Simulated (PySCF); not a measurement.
## A study: C$_{2}$H$_{3}$O$_{2}$, charge +1, SMILES `COC#[O+]`

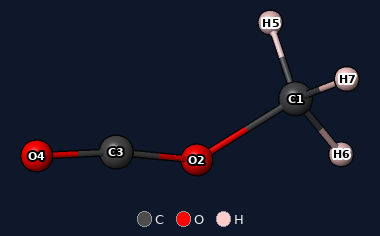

The molecule, with its atoms numbered as below. No frequency check shows the geometry to be a minimum.

Cartesian coordinates (Å):

```
C1       1.7213    0.1753    0.0001
O2       0.3759   -0.3588   -0.0001
C3      -0.7570   -0.0296   -0.0000
O4      -1.8667    0.1422    0.0000
H5       1.8757    0.7746   -0.9002
H6       2.3892   -0.6887   -0.0009
H7       1.8761    0.7728    0.9010
```

Part 1: Bonding charge

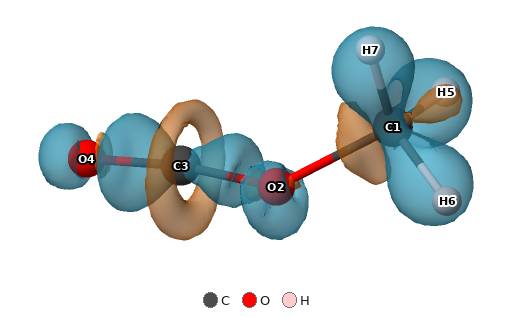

Deformation density (molecule less spherical, spin-averaged free atoms at the same positions), surfaces at ±0.2 e/Å³; light blue: gain, orange: loss.

Method: PBE0/def2-SVPD; geometry: GFN2-xTB; program: PySCF.

Question: Describe the bonding that the map shows.

Answer: C3–O4: +0.84 e/Å³ at the bond critical point (bond length 1.12 Å). C1–H6: +0.80 e/Å³ at the bond critical point (bond length 1.09 Å). C1–H7 and C1–H5: +0.79 e/Å³ at the bond critical point (bond length 1.09 Å). O2–C3: +0.61 e/Å³ at the bond critical point (bond length 1.18 Å). C1–O2: −0.36 e/Å³ at the bond critical point (bond length 1.45 Å); up to 0.6 Å beside the axis the gain reaches +0.18 e/Å³. In all, 1.4 electrons gather in the regions of gain relative to the promolecule of neutral atoms (the regions of loss give up this much and the cation's charge besides). A small or negative value marks a very polar bond, one between electron-rich atoms, whose free-atom densities already overlap strongly, a long bond to a heavier atom, or a closed-shell contact such as a hydrogen bond.

Part 2: Bond critical points

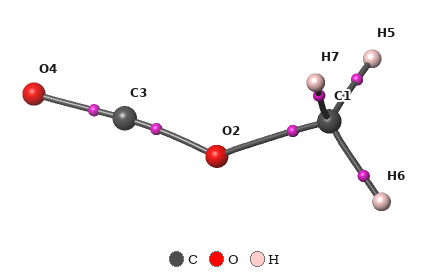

Molecular graph of the electron density (QTAIM): bond paths, bond critical points (magenta), ring points (cyan, if any); weak paths are dashed.

Question: How many critical points of each kind are there, and does the count close?

Answer: 7 nuclei, 6 bond, 0 ring and 0 cage critical points: 7 − 6 + 0 − 0 = 1, as the Poincaré–Hopf relation requires.

Question: Tabulate density, Laplacian, ellipticity and energy density at the bond critical points (atomic units).

Answer:
| bond | length (Å) | ρ (a.u.) | ∇²ρ (a.u.) | ε | H (a.u.) |
| --- | --- | --- | --- | --- | --- |
| C3–O4 | 1.123 | 0.491 | +1.19 | 0.01 | −0.888 |
| O2–C3 | 1.180 | 0.421 | +0.38 | 0.05 | −0.742 |
| C1–H6 | 1.092 | 0.289 | −1.21 | 0.05 | −0.328 |
| C1–H7 (2 alike) | 1.092 | 0.287 | −1.19 | 0.05 | −0.324 |
| C1–O2 | 1.448 | 0.183 | +0.48 | 0.03 | −0.225 |

Question: What kind of interaction is C1–O2?

Answer: Polar or intermediate (positive Laplacian, negative energy density H): ρ = 0.183, ∇²ρ = +0.48, H = −0.225 a.u.

Part 3: Local ionisation energy

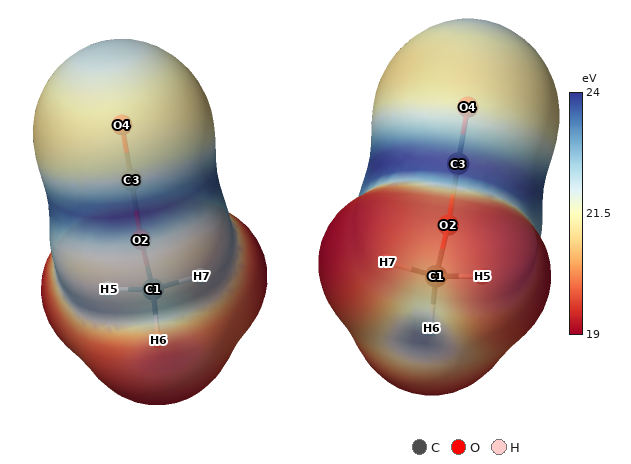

Average local ionisation energy on the surface of electron density 0.001 a.u. (back view left, front view right).

Question: Locate the minima of the map.

Answer: The lowest value is 19.0 eV, 1.3 Å from H5. Further minima include 21.0 eV, 1.7 Å from O4, and at like points elsewhere; 21.7 eV, 1.7 Å from O2. For comparison, the highest occupied orbital lies at −17.3 eV.

Part 4: Excited states

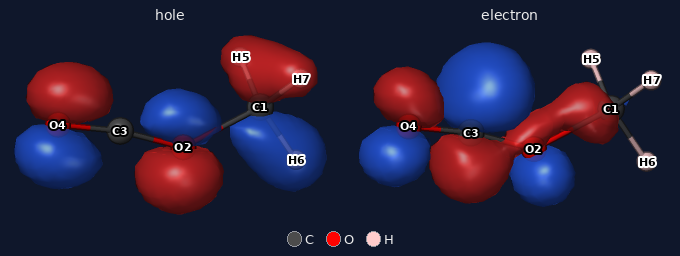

Leading natural transition orbital pair of S₂ (TDA singlet states); the surfaces enclose about 70 % of each orbital's density.

Method: CAM-B3LYP/aug-cc-pVDZ; geometry: GFN2-xTB; program: PySCF.

Question: Give its energy and the atoms that hole and electron lie on.

Answer: 8.71 eV (142 nm), f = 0.005; the leading pair carries 62 %; hole on O4 (32 %), O2 (31 %) and C1 (14 %), electron on C3 (44 %), O4 (28 %) and O2 (19 %) (shares are of the whole state, not of the leading pair alone); their centroids lie 0.6 Å apart. In canonical orbitals it is mainly HOMO−1 → LUMO (55 %). The HOMO–LUMO gap is 12.62 eV.

Part 5: Removing or adding an electron

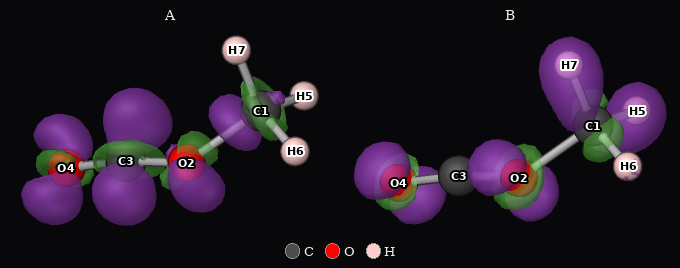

The two Fukui functions at ±0.08 e/Å³ (purple positive, green negative).

Level of theory: B3LYP/6-31G* (PySCF), at a geometry from GFN2-xTB.

Question: Which panel is f⁻ (electron removed) and which f⁺ (electron added)?

Answer: A is f⁺, B is f⁻. f⁻ (Hirshfeld-condensed) is largest on O4 (0.23), O2 (0.16) and C1 (0.16); the vertical ionisation energy is 19.88 eV. f⁺ (Hirshfeld-condensed) is largest on C3 (0.31) and O4 (0.27); the vertical electron affinity is 4.33 eV (the stability of the neutral species's solution wasn't checked; rough: the basis has no diffuse functions).

Question: What chemical potential and hardness follow from the two energies?

Answer: μ = −(I + A)/2 = −12.11 eV and η = I − A = 15.55 eV.

Part 6: Localised orbitals

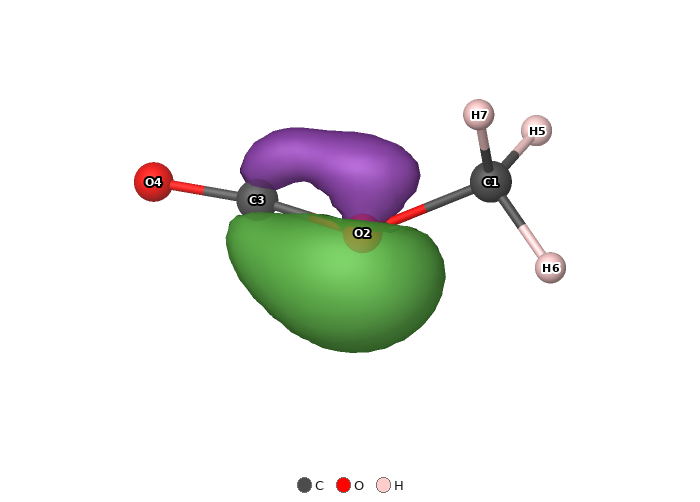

Foster–Boys orbitals, occupied; each surface holds about 85 % of the orbital's density. Energies are diagonal elements of the Fock matrix.

Method: B3LYP/def2-SVPD; geometry: GFN2-xTB; program: PySCF.

Question: What does this orbital represent?

Answer: Lone pair on O2, partly donated to C3 (O2 86 %, C3 12 %; −23.7 eV).
